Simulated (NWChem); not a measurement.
# CH5BOSi (SMILES O=CB[SiH3]): levels of theory compared

We compute a comparison of 4 runs (HF/STO-3G, HF/3-21G, B3LYP/6-31G*) of CH5BOSi. 

Program for the calculation: NWChem 7.3.0.

### 1 The structure to begin with

The species is CH5BOSi (9 atoms), meant as a singlet with charge 0. SMILES: `O=CB[SiH3]`. The shape is that of a PBE0-D4/def2-TZVP optimisation. This is one conformer, not always the lowest.

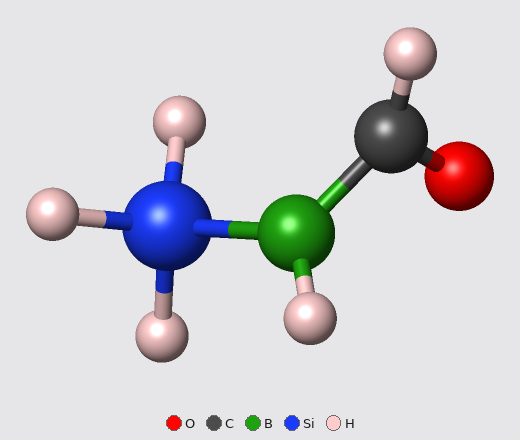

Viewed from a chosen angle; oxygen red, carbon dark grey, boron green, silicon blue, hydrogen pink.

### 2 Energy and gradient at HF/STO-3G (run 1)

Input file nw.xyz:

```xyz
9
CH5BOSi
O      1.060000     1.660600    -0.887400
C      0.382900     0.824100    -1.467700
B     -0.549900     0.473800    -0.302100
Si    -0.033900    -0.897000     1.073900
H      0.558700     0.558900    -2.523900
H     -1.528900     1.149300    -0.182900
H     -1.009100    -2.021200     0.959700
H      1.333000    -1.442600     0.858300
H     -0.124400    -0.352200     2.455000
```

Input file run.py:

```python
from ase.io import read
from ase.calculators.nwchem import NWChem

mol = read('nw.xyz')

calc = NWChem(
    label='nw',
    theory='scf',
    memory='2200 mb',
    basis='STO-3G',
    basispar='spherical bse',
    scf={'nopen': '0', 'rhf': None, 'thresh': '1e-08', 'maxiter': '80'},
)
mol.calc = calc

forces = mol.get_forces()
print("Total energy (eV):", round(mol.get_potential_energy(), 6))
print("forces (eV/A):")
for s, f in zip(mol.symbols, forces):
    print(f"{s:2s} {f[0]:10.5f} {f[1]:10.5f} {f[2]:10.5f}")
print("dipole (e A):", mol.get_dipole_moment().round(4))
```

On the command line:

```
export ASE_NWCHEM_COMMAND="nwchem PREFIX.nwi > PREFIX.nwo"
python run.py
```

The log of the run:

```text
Total energy (eV): -11539.110615
forces (eV/A):
O     1.08933    1.26030    0.60179
C    -0.28035   -0.65774   -1.02561
B    -1.13972   -0.43020    0.91449
Si   -0.15262   -0.75647    0.62529
H    -0.19808   -0.13138    0.06397
H     0.90143   -0.62570   -0.01162
H     1.21222    1.30185    0.17381
H    -1.57701    0.66088    0.24662
H     0.14486   -0.62154   -1.58874
dipole (e A): [-0.13   -0.1706 -0.1772]
```

The calculator wrote nw.nwi:

```
title "nw"

permanent_dir nw

scratch_dir nw

start nw

geometry units angstrom nocenter noautosym noautoz
  O  1.0600000000000001e+00 1.6606000000000001e+00 -8.8739999999999997e-01
  C  3.8290000000000002e-01 8.2410000000000005e-01 -1.4677000000000000e+00
  B  -5.4990000000000006e-01 4.7380000000000000e-01 -3.0209999999999998e-01
  Si -3.3900000000000000e-02 -8.9700000000000002e-01 1.0739000000000001e+00
  H  5.5869999999999997e-01 5.5889999999999995e-01 -2.5238999999999998e+00
  H  -1.5288999999999999e+00 1.1493000000000000e+00 -1.8290000000000001e-01
  H  -1.0091000000000001e+00 -2.0211999999999999e+00 9.5970000000000000e-01
  H  1.3330000000000000e+00 -1.4426000000000001e+00 8.5829999999999995e-01
  H  -1.2440000000000000e-01 -3.5220000000000001e-01 2.4550000000000001e+00
end

memory 2200 mb

basis spherical bse noprint
   * library STO-3G
end

scf
  nopen 0
  rhf
  thresh 1e-08
  maxiter 80
end

task scf gradient
```

nw.nwo, cut to the lines that bear on the results:

```text
[...]
      One-electron energy =   -850.020078579482
[... 1 line left out ...]
 Nuclear repulsion energy =    132.073749841286
[... 37 lines left out ...]
                       ROHF Final Molecular Orbital Analysis
[... 195 lines left out ...]
     1   1 0 0     -0.245602      0.000000     12.817255
[...]
  wavefunction    =   RHF
                         RHF ENERGY GRADIENTS
    atom               coordinates                        gradient
                 x          y          z           x          y          z
   1 O       2.003110   3.138079  -1.676943   -0.021184  -0.024509  -0.011703
   2 C       0.723576   1.557323  -2.773551    0.005452   0.012791   0.019945
   3 B      -1.039160   0.895352  -0.570886    0.022164   0.008366  -0.017784
[... 5 lines of this table left out ...]
   9 H      -0.235082  -0.665561   4.639277   -0.002817   0.012087   0.030896
[...]
```

Wall time 5.1 s (1 thread of Intel Xeon 6975P-C (Granite Rapids), shared host); peak memory 0.097 GiB.

### 3 Energy and gradient at HF/3-21G (run 2)

Input file run.nw:

```
start run
title "CH5BOSi"
memory stack 880 mb heap 220 mb global 1100 mb
charge 0

geometry units atomic noautosym nocenter noautoz
O    2.00310969   3.13807920  -1.67694296
C    0.72357613   1.55732330  -2.77355103
B   -1.03916040   0.89535224  -0.57088626
Si  -0.06406172  -1.69508433   2.02937689
H    1.05578999   1.05616793  -4.76947977
H   -2.88920227   2.17186224  -0.34563091
H   -1.90692263  -3.81951444   1.81357016
H    2.51900492  -2.72611891   1.62195193
H   -0.23508193  -0.66556154   4.63927764
end

basis spherical bse
* library 3-21G
end

scf
thresh 1e-08
maxiter 80
end

task scf gradient
```

On the command line:

```
nwchem run.nw > run.out
```

The log of the run:

```text
[...]
  functions       =    50
[...]
  wavefunction    = RHF
[...]
         Total SCF energy =   -426.861412409321
      One-electron energy =   -850.541605651972
      Two-electron energy =    291.606452888083
 Nuclear repulsion energy =    132.073740354567
        Time for solution =      2.6s
[...]
                         RHF ENERGY GRADIENTS
    atom               coordinates                        gradient
                 x          y          z           x          y          z
   1 O       2.003110   3.138079  -1.676943   -0.016332  -0.015635  -0.003256
   2 C       0.723576   1.557323  -2.773551   -0.002610   0.006359   0.025050
   3 B      -1.039160   0.895352  -0.570886    0.018314   0.003358  -0.003140
   4 Si     -0.064062  -1.695084   2.029377    0.000355   0.002949  -0.003805
   5 H       1.055790   1.056168  -4.769480    0.005152  -0.001473  -0.014345
   6 H      -2.889202   2.171862  -0.345631   -0.004268   0.002959   0.000436
   7 H      -1.906923  -3.819514   1.813570    0.000162   0.001410  -0.000602
   8 H       2.519005  -2.726119   1.621952   -0.000596   0.000357   0.000134
   9 H      -0.235082  -0.665562   4.639278   -0.000178  -0.000284  -0.000473
[...]
```

Wall time 4.5 s (1 thread of Intel Xeon 6975P-C (Granite Rapids), shared host); peak memory 0.097 GiB.

### 4 Energy and forces at B3LYP/6-31G(d) (spherical functions) (run 3)

Input file ch5bosi.xyz:

```xyz
9
CH5BOSi gradient
O      1.060000     1.660600    -0.887400
C      0.382900     0.824100    -1.467700
B     -0.549900     0.473800    -0.302100
Si    -0.033900    -0.897000     1.073900
H      0.558700     0.558900    -2.523900
H     -1.528900     1.149300    -0.182900
H     -1.009100    -2.021200     0.959700
H      1.333000    -1.442600     0.858300
H     -0.124400    -0.352200     2.455000
```

Input file ch5bosi.nw:

```
start ch5bosi
title "CH5BOSi gradient"
memory 2200 mb

geometry noautosym nocenter noautoz
 load ch5bosi.xyz
end

basis spherical bse
 * library 6-31G*
end

dft
 xc b3lyp
 grid xfine
 convergence energy 1e-08
 iterations 100
 mulliken
 noprint "final vectors analysis"
end

task dft gradient
```

On the command line:

```
nwchem ch5bosi.nw > ch5bosi.out
```

The log of the run:

```text
[...]
          Wavefunction type:  closed shell.
          No. of atoms     :     9
          No. of electrons :    38
[...]
          Charge           :     0
          Spin multiplicity:     1
[...]
          AO basis - number of functions:    70
[...]
              XC Information
              --------------
                         B3LYP Method XC Potential
                     Hartree-Fock (Exact) Exchange  0.200
                        Slater Exchange Functional  0.800 local
                    Becke 1988 Exchange Functional  0.720 non-local
              Lee-Yang-Parr Correlation Functional  0.810
                  VWN I RPA Correlation Functional  0.190 local
[...]
 d= 0,ls=0.0,diis     1   -430.5198494670 -5.63D+02  2.19D-02  7.31D-01     3.5
[...]
 d= 0,ls=0.0,diis    11   -430.6201969630 -2.66D-10  2.22D-07  1.76D-10    31.8
         Total DFT energy =     -430.620196962977
      One electron energy =     -854.119167759675
           Coulomb energy =      332.271754414845
    Exchange-Corr. energy =      -40.846533459434
 Nuclear repulsion energy =      132.073749841287
[...]
      Total Density - Mulliken Population Analysis
     ---------------------------------------------
    Atom       Charge   Shell Charges
 -----------   ------   -------------------------------------------------------
    1 O    8     8.35   2.00  0.93  2.84  0.96  1.60  0.03
    2 C    6     5.83   2.00  0.72  1.95  0.52  0.55  0.08
    3 B    5     5.00   2.00  0.59  1.42  0.46  0.49  0.03
    4 Si  14    13.80   2.00  2.00  5.96  1.01  1.97  0.28  0.45  0.13
    5 H    1     0.86   0.53  0.33
    6 H    1     0.98   0.52  0.47
    7 H    1     1.06   0.51  0.55
    8 H    1     1.06   0.51  0.55
    9 H    1     1.05   0.51  0.54
[...]
  wavefunction    = closed shell
                         DFT ENERGY GRADIENTS
    atom               coordinates                        gradient
                 x          y          z           x          y          z
   1 O       2.003110   3.138079  -1.676943   -0.011243  -0.012934  -0.007158
   2 C       0.723576   1.557323  -2.773551    0.008248   0.009935   0.008304
   3 B      -1.039160   0.895352  -0.570886    0.003594   0.000112  -0.000581
   4 Si     -0.064062  -1.695084   2.029377    0.000702   0.000577  -0.000933
   5 H       1.055790   1.056168  -4.769479   -0.000522   0.000436   0.002276
   6 H      -2.889202   2.171862  -0.345631    0.000048   0.000151  -0.000239
   7 H      -1.906922  -3.819514   1.813570   -0.000036   0.000853  -0.000528
   8 H       2.519005  -2.726119   1.621952   -0.000510   0.000560  -0.000391
   9 H      -0.235082  -0.665561   4.639277   -0.000281   0.000308  -0.000750
[...]
```

Wall time 42 s (1 thread of Intel Xeon 6975P-C (Granite Rapids), shared host); peak memory 0.14 GiB.

### 5 Energy and gradient at B3LYP/6-31G(d) (Cartesian functions) (run 4)

Input file ch5bosi.nw:

```
start ch5bosi
memory stack 880 mb heap 220 mb global 1100 mb
charge 0
geometry units angstroms noautosym nocenter noautoz
  O     1.060000    1.660600   -0.887400
  C     0.382900    0.824100   -1.467700
  B    -0.549900    0.473800   -0.302100
  Si   -0.033900   -0.897000    1.073900
  H     0.558700    0.558900   -2.523900
  H    -1.528900    1.149300   -0.182900
  H    -1.009100   -2.021200    0.959700
  H     1.333000   -1.442600    0.858300
  H    -0.124400   -0.352200    2.455000
end
basis cartesian
  O library 6-31G*
  C library 6-31G*
  B library 6-31G*
  Si library 6-31G*
  H library 6-31G*
end
dft
  xc b3lyp
  mult 1
  grid xfine
  convergence energy 1e-08
  maxiter 100
  mulliken
  print medium
end
task dft gradient
```

On the command line:

```
nwchem ch5bosi.nw > ch5bosi.out
```

The log of the run:

```text
[...]
          Wavefunction type:  closed shell.
          No. of atoms     :     9
          No. of electrons :    38
[...]
          Charge           :     0
          Spin multiplicity:     1
[...]
          AO basis - number of functions:    74
[...]
              XC Information
              --------------
                         B3LYP Method XC Potential
                     Hartree-Fock (Exact) Exchange  0.200
                        Slater Exchange Functional  0.800 local
                    Becke 1988 Exchange Functional  0.720 non-local
              Lee-Yang-Parr Correlation Functional  0.810
                  VWN I RPA Correlation Functional  0.190 local
[...]
 d= 0,ls=0.0,diis     1   -430.5221636938 -5.63D+02  2.24D-02  8.36D-01     4.0
[...]
 d= 0,ls=0.0,diis    11   -430.6245757659 -4.43D-10  2.46D-07  2.29D-10    29.4
         Total DFT energy =     -430.624575765921
      One electron energy =     -854.040748895512
           Coulomb energy =      332.151893639249
    Exchange-Corr. energy =      -40.809470350945
 Nuclear repulsion energy =      132.073749841287
[...]
      Total Density - Mulliken Population Analysis
     ---------------------------------------------
    Atom       Charge   Shell Charges
 -----------   ------   -------------------------------------------------------
    1 O    8     8.37   1.99  0.92  2.84  1.02  1.59  0.00
    2 C    6     5.82   1.99  0.74  1.95  0.54  0.55  0.05
    3 B    5     4.99   1.99  0.58  1.42  0.45  0.49  0.06
    4 Si  14    13.81   2.00  1.99  5.96  1.04  1.97  0.28  0.46  0.11
    5 H    1     0.86   0.53  0.33
    6 H    1     0.98   0.52  0.47
    7 H    1     1.06   0.51  0.55
    8 H    1     1.06   0.51  0.55
    9 H    1     1.05   0.51  0.54
[...]
  wavefunction    = closed shell
                         DFT ENERGY GRADIENTS
    atom               coordinates                        gradient
                 x          y          z           x          y          z
   1 O       2.003110   3.138079  -1.676943   -0.011318  -0.012966  -0.007039
   2 C       0.723576   1.557323  -2.773551    0.008165   0.009827   0.008098
   3 B      -1.039160   0.895352  -0.570886    0.003709   0.000214  -0.000517
   4 Si     -0.064062  -1.695084   2.029377    0.000680   0.000572  -0.000911
   5 H       1.055790   1.056168  -4.769479   -0.000468   0.000484   0.002266
   6 H      -2.889202   2.171862  -0.345631    0.000040   0.000167  -0.000253
   7 H      -1.906922  -3.819514   1.813570   -0.000052   0.000829  -0.000530
   8 H       2.519005  -2.726119   1.621952   -0.000478   0.000554  -0.000400
   9 H      -0.235082  -0.665561   4.639277   -0.000279   0.000318  -0.000715
[...]
```

Run time: 37 s. Hardware: 1 thread of Intel Xeon 6975P-C (Granite Rapids), shared host; peak memory 0.14 GiB.

### 6 Overview of the runs

```csv
run,level,iteration cap,module,energy (Eh),dipole moment (D),HOMO energy (eV),LUMO energy (eV),wall time
1,HF/STO-3G,80,scf,-424.054497,1.34,-8.58,6.67,5.1 s
2,HF/3-21G,80,scf,-426.861412,2.53,-11.10,2.16,4.5 s
3,B3LYP/6-31G* (spherical functions),100,dft,-430.620197,1.94,–,–,42 s
4,B3LYP/6-31G* (Cartesian functions),100,dft,-430.624576,1.94,-7.36,-1.61,37 s
```

### 7 Summary of results

| quantity | value |
| --- | --- |
| run 4: total energy | -430.62458 Eh |
| run 4: dipole moment | 1.94 D |
| run 4: HOMO energy | -7.36 eV |
| run 4: LUMO energy | -1.61 eV |
| run 4: HOMO–LUMO gap | 5.75 eV |
| run 4: largest force on an atom | 0.956 eV/Å |

In words: The dipole moment (its size) runs from 1.34 D (HF/STO-3G) to 2.53 D (HF/3-21G). Over runs 1, 2, 4 the HOMO–LUMO gap runs from 5.75 eV (B3LYP/6-31G*) to 15.25 eV (HF/STO-3G). The two ends differ in method and basis. In run 1 the basis is minimal, so the values are rough. All runs together took 89 s, the longest 42 s.
